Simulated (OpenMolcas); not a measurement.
**Tc⁵⁺ among point charges: CASSCF and CASPT2 levels and susceptibility**

How does a field of 6 point charges split the states of Tc⁵⁺, and what χT follows?

Method: state-averaged CASSCF and CASPT2, spin-orbit coupling by RASSI with atomic mean-field integrals. Code: OpenMolcas 26.06.

## (1) Starting point

| Quantity | Value |
| --- | --- |
| Species | Tc⁵⁺ (technetium, Z = 43, 38 electrons) |
| Basis | ANO-RCC-VDZP [6s5p3d1f], 43 functions |
| Scalar Hamiltonian | DKH2, point nucleus |
| Inactive shells | 1s 2s 2p 3s 3p 3d 4s 4p |
| Active space | 2 electrons in 5 orbitals (4d) |
| Some configurations of this space | 4d2 |
| Orbitals | optimised for each spin and parity, averaged over all roots |

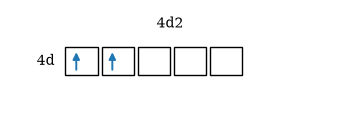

The shells outside the core, filled by Hund's rule for the drawing.

The ion sits among 6 point charges of -1.7 e arranged as a trigonal antiprism (D3d), 2.11 Å from the ion, with a polar angle of 56.4° against the regular 54.74°.

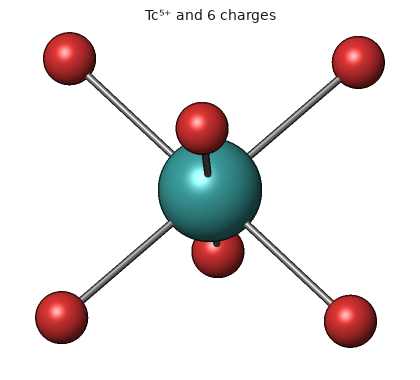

The ion and the point charges (red).

Each step is its own input file, run in one work folder so that later steps find the files of earlier ones. Labels, J, g values, rates, χT and fits are worked out afterwards by a script from the matrices that RASSI stores. The input lists half of the charges; inversion (Group=XYZ) makes the rest.

## (2) One- and two-electron integrals

Contents of a.inp:

```
&GATEWAY
Coord
1

Tc 0.0 0.0 0.0
Basis=ANO-RCC-VDZP
Group=XYZ
NoMove
AngMom=0.0 0.0 0.0
AMFI
XField
3 Angstrom 0
0.000000 1.757009 1.168341 -1.700000
1.521614 -0.878504 1.168341 -1.700000
1.521614 0.878504 -1.168341 -1.700000
&SEWARD
```

Launch:

```console
OMP_NUM_THREADS=1 MOLCAS_MEM=1689 MOLCAS_PROJECT=a pymolcas a.inp > a.log
```

The log of the run:

```text
Basis set label: TC.ANO-RCC...6S5P3D1F.

      Electronic valence basis set:
      ------------------
      Associated Effective Charge  43.000000 au
      Associated Actual Charge     43.000000 au
      Nuclear Model: Point charge

      Shell  nPrim  nBasis  Cartesian Spherical Contaminant
         s      21       6        X
         p      18       5        X
         d      13       3                 X
         f       6       1                 X
                  Relativistic Douglas-Kroll-Hess integrals:
                    - DKH order of Hamiltonian: 2
                    - DKH order of Properties : 0
                  Atomic mean-field integrals
```

## (3) CASSCF: triplets of even parity, 10 roots

Contents of a.inp:

```
&RASSCF
FileOrb=start.orb
Symmetry=1
Spin=3
nActEl=2 0 0
Inactive=9 9
Ras2=5 0
CIRoot=10 10 1
SDav=10
CIMx=300
Iter=120 100
PrWF=0.3
OrbListing=Nothing
MaxOrb=0
>>> COPY $Project.JobIph JOB001
```

Launch:

```console
OMP_NUM_THREADS=1 MOLCAS_MEM=1689 MOLCAS_PROJECT=a pymolcas a.inp > a.log
```

start.orb holds the contracted functions of the basis, ordered by shell, or the orbitals of the step before.

The log of the run, cut to the lines that bear on the results:

```text
[...]
      Number of active orbitals                  5
[...]
      Spin quantum number                      1.0
[...]
      Active orbitals                            5   0
[...]
      Number of CSFs                            10
      Number of root(s) required                10
[...]
      Convergence after  7 iterations
[...]
      Natural orbitals and occupation numbers for root  1
      sym 1:   0.964664  -0.000000   0.035336   0.035336   0.964664
      Natural orbitals and occupation numbers for root  2
      sym 1:  -0.000000   0.035334   0.964666   0.035334   0.964666
      Natural orbitals and occupation numbers for root  3
      sym 1:   0.000000   0.001458   0.001458   0.998542   0.998542
::    RASSCF root number  1 Total energy:  -4289.88615577
::    RASSCF root number  2 Total energy:  -4289.88615576
::    RASSCF root number  3 Total energy:  -4289.88560949
[...]
::    RASSCF root number  7 Total energy:  -4289.84280226
::    RASSCF root number  8 Total energy:  -4289.80733047
::    RASSCF root number  9 Total energy:  -4289.80733042
::    RASSCF root number 10 Total energy:  -4289.80008670
```

## (4) Reference wave functions, singlets of even parity, 15 roots

Contents of a.inp:

```
&RASSCF
FileOrb=start.orb
Symmetry=1
Spin=1
nActEl=2 0 0
Inactive=9 9
Ras2=5 0
CIRoot=15 15 1
SDav=15
CIMx=300
Iter=120 100
PrWF=0.3
OrbListing=Nothing
MaxOrb=0
>>> COPY $Project.JobIph JOB002
```

The log of the run, cut to the lines that bear on the results:

```text
[...]
      Number of active orbitals                  5
[...]
      Spin quantum number                      0.0
[...]
      Active orbitals                            5   0
[...]
      Number of CSFs                            15
      Number of root(s) required                15
[...]
      Convergence after  6 iterations
[...]
      Natural orbitals and occupation numbers for root  1
      sym 1:   0.010185   0.357191   1.265223   0.357212   0.010189
      Natural orbitals and occupation numbers for root  2
      sym 1:   0.000655   0.424165   0.468188   1.015739   0.091252
      Natural orbitals and occupation numbers for root  3
      sym 1:   0.000000   0.169085   0.832219   0.168218   0.830478
::    RASSCF root number  1 Total energy:  -4289.82497864
::    RASSCF root number  2 Total energy:  -4289.82458494
::    RASSCF root number  3 Total energy:  -4289.82458493
[...]
::    RASSCF root number 12 Total energy:  -4289.77785253
::    RASSCF root number 13 Total energy:  -4289.76640970
::    RASSCF root number 14 Total energy:  -4289.76640969
::    RASSCF root number 15 Total energy:  -4289.64962332
```

## (5) State interaction with spin-orbit coupling

Contents of a.inp:

```
&RASSI
NrOfJobIphs=2 10 15
1 2 3 4 5 6 7 8 9 10
1 2 3 4 5 6 7 8 9 10 11 12 13 14 15
IphNames
JOB001
JOB002
EJob
SpinOrbit
DIPRint=1.0
SOCoupling=1000.0
Subsets=2
Property=9
'ANGMOM' 1 'ANGMOM' 2 'ANGMOM' 3 'MLTPL  1' 1 'MLTPL  1' 2 'MLTPL  1' 3
'AMFI' 1 'AMFI' 2 'AMFI' 3
SOProperty=3
'ANGMOM' 1 'ANGMOM' 2 'ANGMOM' 3
```

The log of the run, cut to the lines that bear on the results:

```text
SPIN-FREE ENERGIES:
  (Shifted by EMIN (a.u.) =      -4289.8861557684)
 SF State       Relative EMIN(au)   Rel lowest level(eV)    D:o, cm**(-1)      L_eff
     1             0.0000000000        0.0000000000              0.0000         3.0
     2             0.0000000115        0.0000003125              0.0025         3.0
     3             0.0005462757        0.0148649199            119.8937         3.0
     4             0.0192890955        0.5248830282           4233.4671         3.0
     5             0.0192891043        0.5248832685           4233.4691         3.0
     6             0.0218624913        0.5949086944           4798.2622         3.0
     7             0.0433535116        1.1797091482           9514.9960         3.0
    11             0.0611771249        1.6647143754          13426.8269         2.5
    12             0.0615708253        1.6754275074          13513.2342         2.3
    13             0.0615708385        1.6754278679          13513.2371         2.3
[...]
Eigenvalues of complex Hamiltonian:
   -----------------------------------
  (Shifted by EMIN (a.u.) =      -4289.8861557684)
 SO State       Relative EMIN(au)   Rel lowest level(eV)    D:o, cm**(-1)     J-value
     1            -0.0071194051        0.0000000000              0.0000         1.8
     2            -0.0071193919        0.0000003599              0.0029         1.8
     3            -0.0057455004        0.0373858513            301.5372         1.8
     4            -0.0052416304        0.0510968530            412.1239         2.2
     5            -0.0052416233        0.0510970463            412.1255         2.2
     6             0.0020138027        0.2485272440           2004.5074         2.5
     7             0.0028159331        0.2703543250           2180.5547         2.8
     8             0.0028159339        0.2703543464           2180.5549         2.8
     9             0.0075368951        0.3988182462           3216.6861         3.2
    10             0.0168954106        0.6534764253           5270.6428         2.4
    11             0.0170515181        0.6577243277           5304.9045         2.5
[...]
```

These steps took 4.8 s in all on 1 thread of Arm Neoverse V1, shared host.

Spin-free states, with their symmetry labels:

| state | degeneracy | E (cm-1) | free-ion L (%) |
| --- | --- | --- | --- |
| 3E | 2 | 0 | F (98) |
| 3A2 | 1 | 120 | F (99) |
| 3E | 2 | 4233 | F (100) |
| 3A1 | 1 | 4798 | F (100) |
| 3A2 | 1 | 9515 | F (99) |
| 1A1 | 1 | 13427 | D (79) |
| 1E | 2 | 13513 | D (88) |
| 1E | 2 | 14296 | D (72) |
| 3E | 2 | 17300 | P (98) |
| 3A2 | 1 | 18890 | P (99) |
| 1A1 | 1 | 21050 | G (79) |
| 1E | 2 | 21192 | G (89) |
| 1E | 2 | 23326 | G (97) |
| 1A1 | 1 | 23538 | G (96) |
| 1A2 | 1 | 23770 | G (100) |
| 1E | 2 | 26281 | G (75) |
| 1A1 | 1 | 51913 | S (96) |

With spin-orbit coupling:

```csv
E (cm-1),Degeneracy,Label,2S+1,g
0.0,2,E,3,0.00 0.00 0.12
301.5,1,A1,3,
412.1,2,E,3,0.00 0.00 1.50
2005,1,A2,3,
2181,2,E,3,0.00 0.00 0.26
3217,1,A1,3,
5271,1,A1,3,
5305,2,E,3,0.00 0.00 1.17
5397,1,A2,3,
6333,2,E,3,0.00 0.00 4.13
6807,1,A2,3,
6883,2,E,3,0.00 0.00 2.93
11425,1,A1,3,
11432,2,E,3,0.00 0.00 5.62
14887,2,E,1,0.00 0.00 3.02
14893,1,A1,1,
15468,2,E,1,0.00 0.00 1.47
17880,1,A1,3,
18306,1,A2,3,
18829,2,E,3,0.00 0.00 2.29
19824,2,E,3,0.00 0.00 5.27
20726,1,A1,3,
20934,2,E,3,0.00 0.00 3.48
22949,2,E,1,0.00 0.00 2.10
```

Principal g values are given for doublets only; a zero marks a field direction without first-order Zeeman splitting.

Powder χT (cm³ K/mol): 0.00 at 2 K, 0.00 at 5 K, 0.00 at 10 K, 0.01 at 20 K, 0.02 at 50 K, 0.04 at 100 K, 0.06 at 150 K, 0.09 at 200 K, 0.12 at 250 K, 0.15 at 300 K.

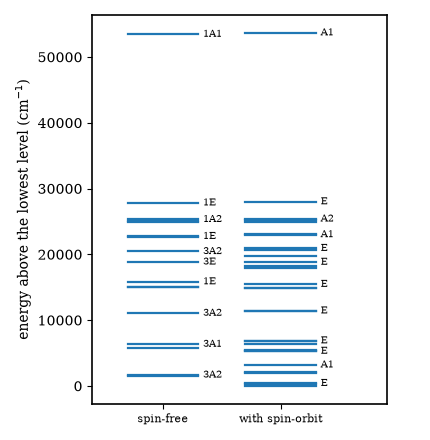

The states in the field without (left) and with (right) spin-orbit coupling.

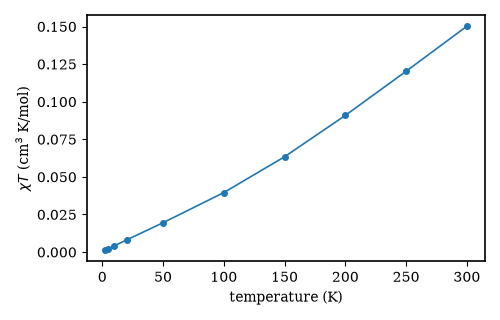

χT against temperature.

Orbitals of the lowest block (energies include the constant potential of the surroundings):

| shell | space | energy (hartree) | mean occupation | ⟨r²⟩ (bohr²) |
| --- | --- | --- | --- | --- |
| 1s | inactive | -777.2621 | 2.000 | 0.00155 |
| 2s | inactive | -113.7148 | 2.000 | 0.0262 |
| 2p | inactive | -101.5823 | 6.000 | 0.0207 |
| 3s | inactive | -20.9522 | 2.000 | 0.195 |
| 3p | inactive | -16.8511 | 6.000 | 0.199 |
| 3d | inactive | -10.1911 | 10.000 | 0.189 |
| 4s | inactive | -3.0490 | 2.000 | 1.25 |
| 4p | inactive | -1.7643 | 6.000 | 1.45 |
| 4d | RAS2 |  | 2.000 | 2.32 |

## (6) CASPT2: IPEA 0.25, imaginary shift 0.1 (closed shells correlated: 4s 4p)

Contents of a.inp:

```
>>> COPY JOB001 $Project.JobIph
&CASPT2
Multistate=10 1 2 3 4 5 6 7 8 9 10
NoMult
Frozen=8 6
IPEA=0.25
Imaginary=0.1
MaxIter=60
WThr=0.0 0.3 0.05
PrWF=0.5
NoMix
>>> COPY JOB002 $Project.JobIph
&CASPT2
Multistate=15 1 2 3 4 5 6 7 8 9 10 11 12 13 14 15
NoMult
Frozen=8 6
IPEA=0.25
Imaginary=0.1
MaxIter=60
WThr=0.0 0.3 0.05
PrWF=0.5
NoMix
```

The log of the run:

```text
Orbital specifications:
      -----------------------

      Symmetry species                           1   2
                                                ag  au
      Frozen orbitals                            8   6
      Inactive orbitals                          1   3
      Active orbitals                            5   0
      Secondary orbitals                         7  13
      Deleted orbitals                           0   0
      Number of basis functions                 21  22
Type of calculation                        SS-CASPT2
      Fock operator                              state-specific
      IPEA shift                                 0.25
      Real shift                                 0.00
      Imaginary shift                            0.10
      The input orbitals will be transformed to quasi-canonical
Reference energy:       -4289.8861557684
      E2 (Non-variational):      -0.1682348243
      Shift correction:          -0.0000742083
      E2 (Variational):          -0.1683090326
      Total energy:           -4290.0544648010
      Residual norm:              0.0000001407
      Reference weight:           0.96672
      Contributions to the CASPT2 correlation energy
      Active & Virtual Only:         -0.0031940377
      One Inactive Excited:          -0.0625458734
      Two Inactive Excited:          -0.1024949132
Reference energy:       -4289.8861557569
      E2 (Non-variational):      -0.1686716105
      Shift correction:          -0.0000749727
      E2 (Variational):          -0.1687465832
      Total energy:           -4290.0549023402
      Residual norm:              0.0000001376
      Reference weight:           0.96652
      Contributions to the CASPT2 correlation energy
      Active & Virtual Only:         -0.0031840226
      One Inactive Excited:          -0.0629905810
      Two Inactive Excited:          -0.1024970070
::    CASPT2 Root  1     Total energy:  -4290.05446480
::    CASPT2 Root  2     Total energy:  -4290.05490234
::    CASPT2 Root  3     Total energy:  -4290.05333711
::    CASPT2 Root  4     Total energy:  -4290.03679618
::    CASPT2 Root  5     Total energy:  -4290.03643768
::    CASPT2 Root  6     Total energy:  -4290.03424502
::    CASPT2 Root  7     Total energy:  -4290.01051180
::    CASPT2 Root  8     Total energy:  -4289.98705388
::    CASPT2 Root  9     Total energy:  -4289.98681356
::    CASPT2 Root 10     Total energy:  -4289.97891255
Orbital specifications:
      -----------------------

      Symmetry species                           1   2
                                                ag  au
      Frozen orbitals                            8   6
      Inactive orbitals                          1   3
      Active orbitals                            5   0
      Secondary orbitals                         7  13
      Deleted orbitals                           0   0
      Number of basis functions                 21  22
Type of calculation                        SS-CASPT2
      Fock operator                              state-specific
      IPEA shift                                 0.25
      Real shift                                 0.00
      Imaginary shift                            0.10
      The input orbitals will be transformed to quasi-canonical
Reference energy:       -4289.8249786435
      E2 (Non-variational):      -0.1765183440
      Shift correction:          -0.0000932730
      E2 (Variational):          -0.1766116170
      Total energy:           -4290.0015902605
      Residual norm:              0.0000002089
      Reference weight:           0.96381
      Contributions to the CASPT2 correlation energy
      Active & Virtual Only:         -0.0077206683
      One Inactive Excited:          -0.0620517461
      Two Inactive Excited:          -0.1067459296
Reference energy:       -4289.8245849432
      E2 (Non-variational):      -0.1780143040
      Shift correction:          -0.0000989955
      E2 (Variational):          -0.1781132995
      Total energy:           -4290.0026982427
      Residual norm:              0.0000002212
      Reference weight:           0.96302
      Contributions to the CASPT2 correlation energy
      Active & Virtual Only:         -0.0083102601
      One Inactive Excited:          -0.0622451746
      Two Inactive Excited:          -0.1074588694
::    CASPT2 Root  1     Total energy:  -4290.00159026
::    CASPT2 Root  2     Total energy:  -4290.00269824
::    CASPT2 Root  3     Total energy:  -4290.00276155
::    CASPT2 Root  4     Total energy:  -4289.99804768
::    CASPT2 Root  5     Total energy:  -4289.99795040
::    CASPT2 Root  6     Total energy:  -4289.96875232
::    CASPT2 Root  7     Total energy:  -4289.96683359
::    CASPT2 Root  8     Total energy:  -4289.96700035
::    CASPT2 Root  9     Total energy:  -4289.95776574
::    CASPT2 Root 10     Total energy:  -4289.95781757
::    CASPT2 Root 11     Total energy:  -4289.95812230
::    CASPT2 Root 12     Total energy:  -4289.95550801
::    CASPT2 Root 13     Total energy:  -4289.94225365
::    CASPT2 Root 14     Total energy:  -4289.94210994
::    CASPT2 Root 15     Total energy:  -4289.84551965
```

This run took 1.7 s in all on 1 thread of Arm Neoverse V1, shared host.

SS-CASPT2: lowest energy less the reference's lowest, -0.1685 hartree; reference weights 0.958 to 0.967.

Spin-free states, with their symmetry labels:

| state | degeneracy | E (cm-1) | free-ion L (%) |
| --- | --- | --- | --- |
| 3E | 2 | 0 | F (98) |
| 3A2 | 1 | 296 | F (99) |
| 3E | 2 | 3965 | F (100) |
| 3A1 | 1 | 4486 | F (100) |
| 3A2 | 1 | 9695 | F (99) |
| 1E | 2 | 11403 | D (88) |
| 1A1 | 1 | 11653 | D (79) |
| 1E | 2 | 12441 | D (72) |
| 3E | 2 | 14869 | P (98) |
| 3A2 | 1 | 16630 | P (99) |
| 1A1 | 1 | 18860 | G (79) |
| 1E | 2 | 19263 | G (89) |
| 1A1 | 1 | 21193 | G (96) |
| 1E | 2 | 21265 | G (97) |
| 1A2 | 1 | 21767 | G (100) |
| 1E | 2 | 24691 | G (75) |
| 1A1 | 1 | 45906 | S (96) |

With spin-orbit coupling:

| E (cm-1) | Degeneracy | Label | 2S+1 | g |
| --- | --- | --- | --- | --- |
| 0 | 2 | E | 3 | 0.00 0.00 0.08 |
| 370 | 1 | A1 | 3 |  |
| 410 | 2 | E | 3 | 0.00 0.00 1.71 |
| 1990 | 1 | A2 | 3 |  |
| 2250 | 2 | E | 3 | 0.00 0.00 0.22 |
| 3280 | 1 | A1 | 3 |  |
| 5030 | 1 | A1 | 3 |  |
| 5040 | 2 | E | 3 | 0.00 0.00 1.29 |
| 5120 | 1 | A2 | 3 |  |
| 6080 | 2 | E | 3 | 0.00 0.00 4.04 |
| 6520 | 1 | A2 | 3 |  |
| 6620 | 2 | E | 3 | 0.00 0.00 3.00 |
| 11510 | 2 | E | 3 | 0.00 0.00 5.32 |
| 11550 | 1 | A1 | 3 |  |
| 12830 | 2 | E | 1 | 0.00 0.00 2.90 |
| 13120 | 1 | A1 | 1 |  |
| 13580 | 2 | E | 1 | 0.00 0.00 1.52 |
| 15470 | 1 | A1 | 3 |  |
| 15880 | 1 | A2 | 3 |  |
| 16460 | 2 | E | 3 | 0.00 0.00 2.28 |
| 17450 | 2 | E | 3 | 0.00 0.00 5.28 |
| 18490 | 1 | A1 | 3 |  |
| 18690 | 2 | E | 3 | 0.00 0.00 3.49 |
| 20850 | 1 | A1 | 1 |  |

Powder χT (cm³ K/mol): 0.00 at 2 K, 0.00 at 5 K, 0.00 at 10 K, 0.01 at 20 K, 0.02 at 50 K, 0.04 at 100 K, 0.06 at 150 K, 0.09 at 200 K, 0.12 at 250 K, 0.15 at 300 K.

## (7) The methods side by side

A. CASSCF
B. SS-CASPT2, IPEA 0.25, imaginary shift 0.1 (closed shells correlated: 4s 4p)

| method | ground state | first state of that spin (cm-1) | first gap with spin-orbit (cm-1) | χT at 300 K |
| --- | --- | --- | --- | --- |
| A | 3E | 3A2 119.9 | 301.5 | 0.15 |
| B | 3E | 3A2 295.5 | 367.6 | 0.15 |

## (8) Results

| quantity | value |
| --- | --- |
| method | SS-CASPT2, IPEA 0.25, imaginary shift 0.1 (closed shells correlated: 4s 4p) |
| spin-free ground state | 3E, 2-fold in its orbital part |
| first state of the same spin within the active space | 3A2 at 296 cm⁻¹ |
| lowest level | 2-fold E, g = 0.00, 0.00, 0.08 |
| next level | 367.6 cm⁻¹ |
| χT at 300 K | 0.15 cm³ K/mol |
| effective moment at 300 K | 1.10 μB |

Cost by method:

| method | time of its own steps | time with the reference |
| --- | --- | --- |
| A. CASSCF | 4.8 s | 4.8 s |
| B. SS-CASPT2, IPEA 0.25, imaginary shift 0.1, +4s 4p | 1.7 s | 6.5 s |

Times are of one thread on a shared host.

The spin-free ground state (3E) comes to 98 % from free-ion F terms and keeps the highest spin of the shell. χT at 300 K is 0.15, against 1.00 cm³ K/mol for the spin alone, so spin-orbit coupling lowers it. CASPT2 does not keep the components of a term degenerate, and the means are used. The field of point charges can differ much from that of real complexes. Point charges carry no covalency, so the field is a model and not that of real ligands.
